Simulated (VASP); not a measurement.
Band structure of KNa3Br4 (ordered alloy cell). Computed with PBE GGA, VASP's PBE PAW potentials (set 64) (plane waves; VASP).

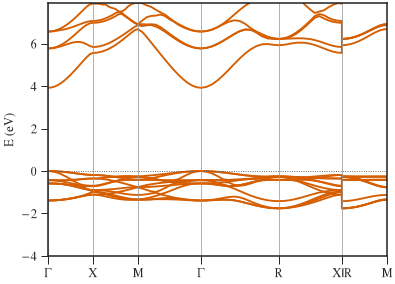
Fig. 1. Bands along high-symmetry lines, zero at the valence-band maximum or, without a gap, the Fermi level

### Question
Read the plot: is there a gap, and where are the band edges?

### Answer
The gap is direct, 3.93 eV, from the valence maximum at Γ to the conduction minimum at Γ. (Edges off the drawn lines would not show.)

The structure was generated: KNa3Br4 was put into an ordered model structure (Pm-3m), which need not be its known phase. It was relaxed first, which changed the volume by +5 %.
